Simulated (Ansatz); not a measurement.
## AlF₄: one change and its effect

System: AlF₄, charge −1.
Method of the first run: RKS SPW92/def2-TZVPPD (Ansatz 0.2.0).

The geometry comes from this level: PBE0-D4/def2-TZVPD. Text and figures count atoms from 1; the logs count them from 0 in places.

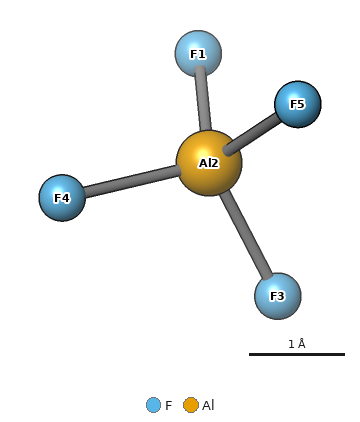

The structure as given in the input (ball-and-stick view, seen at a tilt; atoms are numbered from 1 in the order of the input). Sticks mark near contacts. Bond lengths as drawn: Al–F 1.69 Å.

### The input, the first run
```yaml
crystal:
  periodic: [false, false, false]
  atoms:
    - {symbol: F, position_ang: [-0.101492, -0.294048, 1.659994]}
    - {symbol: Al, position_ang: [-0.000003, 0.000002, 0.000002]}
    - {symbol: F, position_ang: [-1.343001, 0.895813, -0.496204]}
    - {symbol: F, position_ang: [0.034543, -1.469894, -0.830998]}
    - {symbol: F, position_ang: [1.409943, 0.868127, -0.332795]}
basis:
  gaussian: {orbitals: "def2-TZVPPD.json"}
total_charge: -1
hamiltonian: {xc: lda}
output: {orbitals: {seedname: orbitals}}
```

Hardware: 2 CPU threads, shared host.

### Output (the first run)
```
Functional definition: SPW92
  exchange = slater_x
  correlation = pw_c
1089 factors; their error is unknown
mean field evaluation 1: about -17383.0464 eV, gradient 1.7e1 eV
mean field evaluation 2: about -17381.8908 eV, gradient 3.5e1 eV
mean field evaluation 4: about -17383.4413 eV, gradient 7.1e-1 eV
mean field evaluation 8: about -17383.4398 eV, gradient 1.0e-2 eV
mean field -17383.43982876 eV, -638.8296307883 hartree, gradient 1.1e-5 eV, S^2 0.000000; 0 other end points of the search recorded, 0 dependent functions left out
reference -17383.43987955 eV, -638.8296326546 hartree; 25, 25 occupied and 183, 183 virtual orbitals, 1089 factors
Total energy: -17383.43987955 eV, -638.8296326546 hartree
```

The input of the second run differs as follows (lines with − go, lines with + come):
```diff
-hamiltonian: {xc: lda}
+hamiltonian: {xc: {name: B97M-V}}
```

What does this change do to the results?

The total energies belong to different methods, so their difference says nothing on which is more stable or more accurate. The HOMO goes from −3.65 to −3.97 eV. The LUMO goes from 3.44 to 3.55 eV.

### Output (the second run)
```
Functional definition: B97M-V
  parameter cx00 = 1.000
  parameter cx01 = 1.308
  parameter cx02 = 1.901
  parameter cx10 = 0.416
  parameter cx11 = 3.070
  parameter css00 = 1.000
  parameter css02 = -1.855
  parameter css10 = -5.668
  parameter css32 = -20.497
  parameter css42 = -20.364
  parameter cos00 = 1.000
  parameter cos01 = 1.573
  parameter cos03 = -6.298
  parameter cos10 = 2.535
  parameter cos32 = -6.427
  parameter b = 6.0
  parameter c = 0.01
  gx(w, u) = cx00 + cx01*u + cx02*u^2 + (cx10 + cx11*u)*w
  gss(w, u) = css00 + css02*u^2 + css10*w + (css32*w^3 + css42*w^4)*u^2
  gos(w, u) = cos00 + cos01*u + cos03*u^3 + cos10*w + cos32*w^3*u^2
  exchange = spin_sum(e_x_unif_s*gx(b97_w, b97_u_x))
  correlation = spin_sum(e_c_pw_mod_same_spin*gss(b97_w, b97_u_same))
      + integral(e_c_pw_mod_opposite_spin*gos(b97_w_opposite, b97_u_opposite)) + vv10(b, c)
1089 factors; their error is unknown
mean field evaluation 1: about -17474.0941 eV, gradient 2.8e1 eV
mean field evaluation 2: about -17471.9635 eV, gradient 4.9e1 eV
mean field evaluation 4: about -17475.2383 eV, gradient 4.7e-1 eV
mean field evaluation 8: about -17475.2409 eV, gradient 5.9e-3 eV
mean field -17475.24090850 eV, -642.2032582437 hartree, gradient 1.3e-5 eV, S^2 0.000000; 0 other end points of the search recorded, 0 dependent functions left out
reference -17475.24098951 eV, -642.2032612206 hartree; 25, 25 occupied and 183, 183 virtual orbitals, 1089 factors
Total energy: -17475.24098951 eV, -642.2032612206 hartree
```

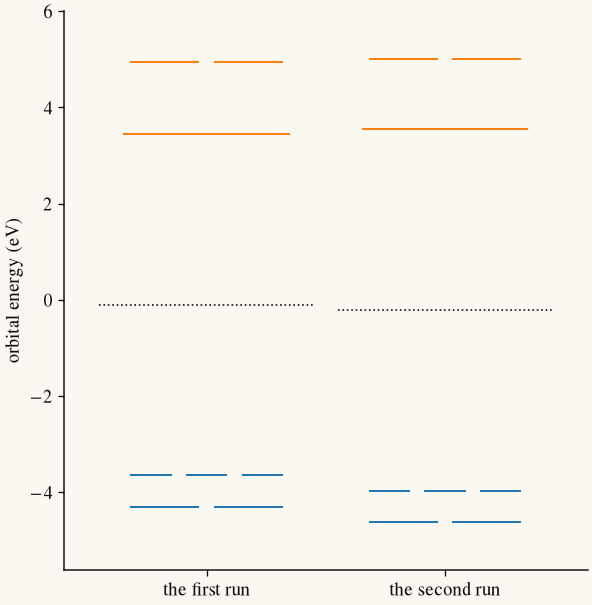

The five highest filled and three lowest empty orbital energies of the two runs; the dotted lines part filled from empty levels. The HOMO–LUMO gap is 7.09 eV in the first run and 7.52 eV in the second run.

### The two runs side by side

| quantity | the first run | the second run |
| --- | --- | --- |
| outcome | converged | converged |
| total energy (hartree) | −638.829633 | −642.203261 |
| HOMO (eV) | −3.65 | −3.97 |
| LUMO (eV) | 3.44 | 3.55 |
| basis functions | 208 | 208 |
| wall time (shared host) | 1.3 s | 6.5 s |
